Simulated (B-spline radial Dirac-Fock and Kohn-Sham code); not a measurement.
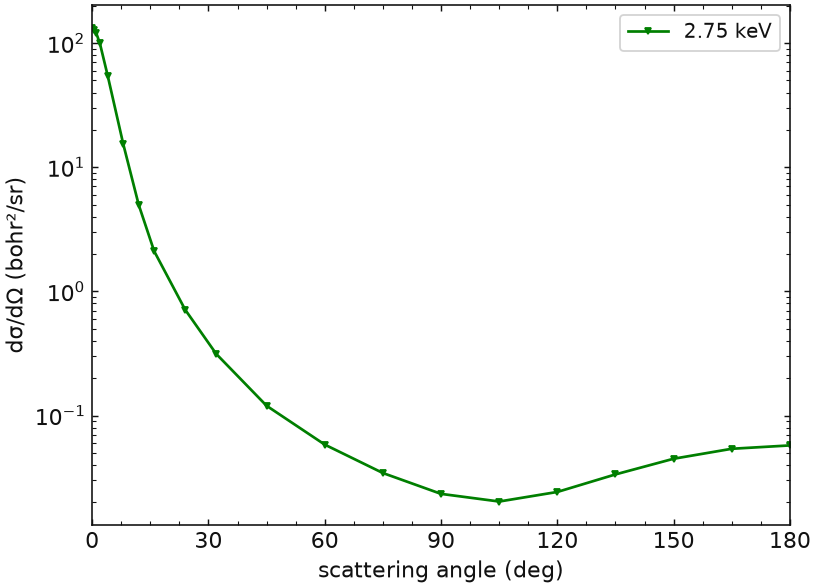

Figure. Differential cross section for elastic electron scattering against angle at 2.75 keV, computed at the marked angles. The figure is for the silver atom. Computed with a B-spline radial atomic code: Dirac partial waves in the static Dirac–Fock field with Furness–McCarthy exchange, no polarisation or absorption.

At 2.75 keV the cross section is 131 bohr²/sr at 0°, 0.023 at 90° and 0.057 at 180°, with a minimum near 105°; the integral is 4.73 bohr².
